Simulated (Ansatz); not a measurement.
## Electronic structure of CH8Si2 in real space

```xyz
11

Si   -0.4887    0.5293   -0.4726
Si    1.2025    0.7828    1.1257
H    -0.0597    1.1991   -1.7334
C    -0.8646   -1.2806   -0.7966
H    -1.7125    1.2301    0.0107
H     1.4916    2.2211    1.3760
H     2.4576    0.1256    0.6660
H     0.8004    0.1542    2.4149
H     0.0221   -1.8006   -1.1657
H    -1.1937   -1.7780    0.1183
H    -1.6552   -1.3830   -1.5433
```

The product side of a reaction path; geometry: PBE0-D4/def2-TZVP.

The calculation used RKS PBE0-D4/def2-TZVPP (Ansatz).

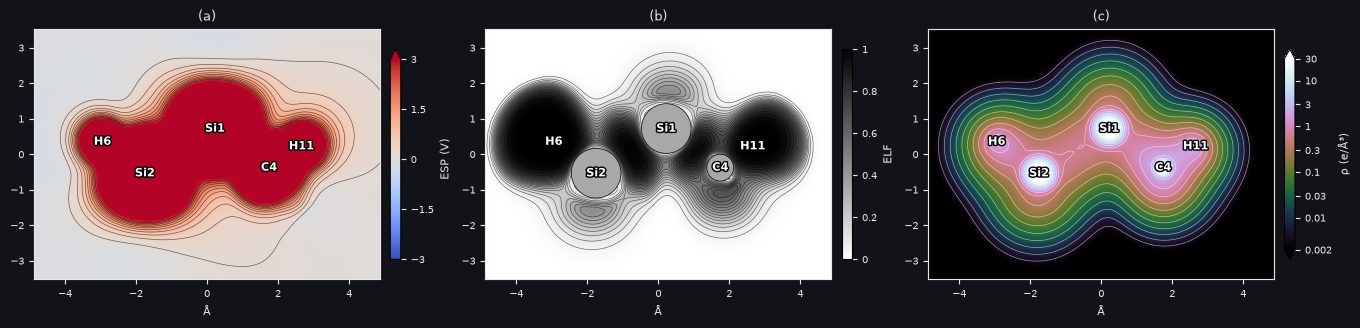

Figure 1. (a) electrostatic potential; (b) ELF; (c) electron density on the plane of atoms Si1, Si2 and H6. Grey discs cover the atomic cores in the ELF map.

Question: Describe what can be read from this map.

Answer: Atoms in the plane: Si, C and H.
C–Si (1.88 Å): the density is about 0.94 e/Å³ at the midpoint; the ELF peaks at about 0.95 between the atoms: a shared electron pair.
Si–Si (2.34 Å): ρ at the midpoint is about 0.64 e/Å³; the ELF peaks at about 1 between the atoms; a covalent bond.
C–H (1.09 Å): ρ at the midpoint is about 1.9 e/Å³; the ELF climbs to about 1 towards the hydrogen, as it does in any bond to H; a covalent bond by its length.
Si–H (1.49 Å): ρ is about 0.79 e/Å³ halfway; the ELF climbs to about 1 towards the hydrogen.
The potential has no marked negative region in this plane.

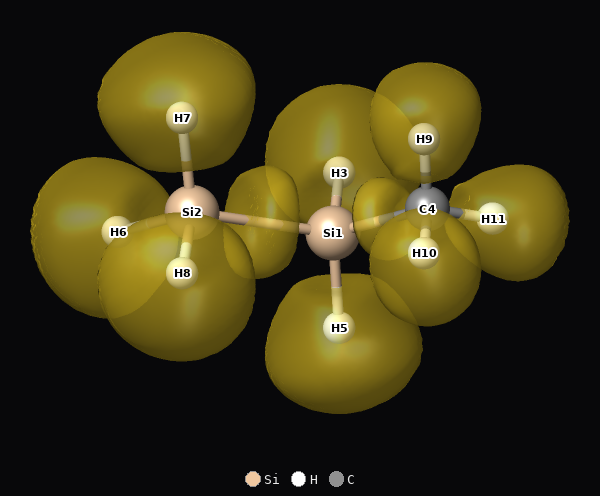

Figure 2. Isosurface of the electron localisation function at 0.8 (yellow), seen from one side. Core shells and regions of very low density are left out.

Question: Identify the bonds, lone pairs and shells in this picture.

Answer: The ELF exceeds this value in one region between bonded C–Si atoms (shared pairs), one region between bonded Si–Si atoms (shared pairs) and eight regions around hydrogen nuclei.

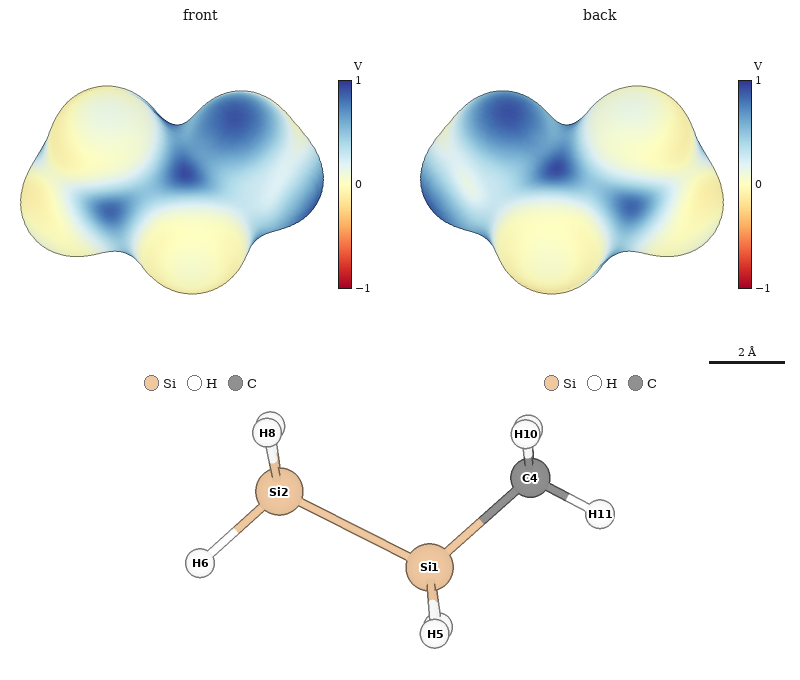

Figure 3. The electrostatic potential painted on the density surface at 0.002 e/bohr³, seen from the front and from behind; the colour scale runs from red (negative) to blue (positive). The bare structure is drawn below in the same view.

Question: Where is the surface potential most negative and most positive?

Answer: The most negative region (about −0.1 V) lies over the H atoms, the most positive (about +0.9 V) over the H and Si atoms.

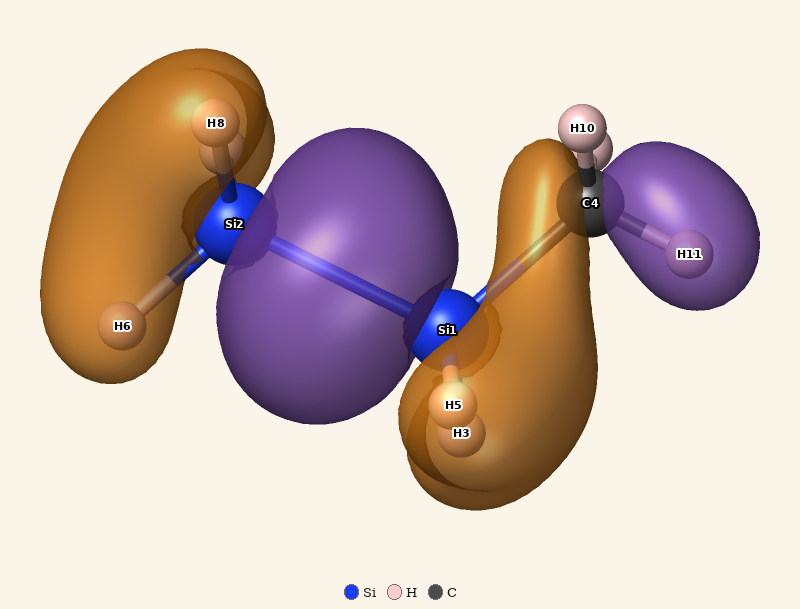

Figure 4. The HOMO at ±0.08 Å⁻³ᐟ² (orange and purple are the two phases), seen across its widest extent.

Question: Describe this orbital and give its energy.

Answer: It lies mainly on Si2 (about 35 %) and Si1 (about 35 %). Its energy is −8.03 eV.
